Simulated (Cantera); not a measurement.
Feed: 1 mol Ti(OiPr)₄, 2.7 mol CH₄, equilibrated at 320 Pa.

Method: chemical equilibrium by Gibbs-energy minimisation in Cantera with the NASA 1993 tables (ideal gas, pure condensed phases). Candidate condensed phases: C, C₆H₆, C₇H₈, C₈H₁₈, H₂O, Ti, TiC, TiO, TiO₂, Ti₂O₃, Ti₃O₅, Ti₄O₇; 113 gas species. The feed counts by its element totals alone. Mutual solubility and eutectic melting of coexisting phases are not modelled. TiC: taken at fixed stoichiometry. The numbers say what is thermodynamically allowed, not how fast it happens.

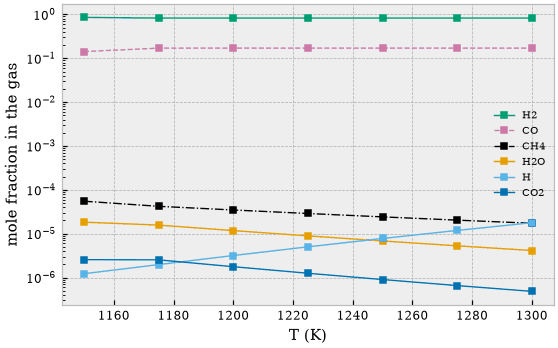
*Equilibrium gas composition (values under 1e-9 drawn at 1e-9)*

At 1150 K the condensed part is C(graphite) + TiC(s) + Ti₃O₅(s). From 1175 K to 1300 K the condensed part is C(graphite) + TiC(s).
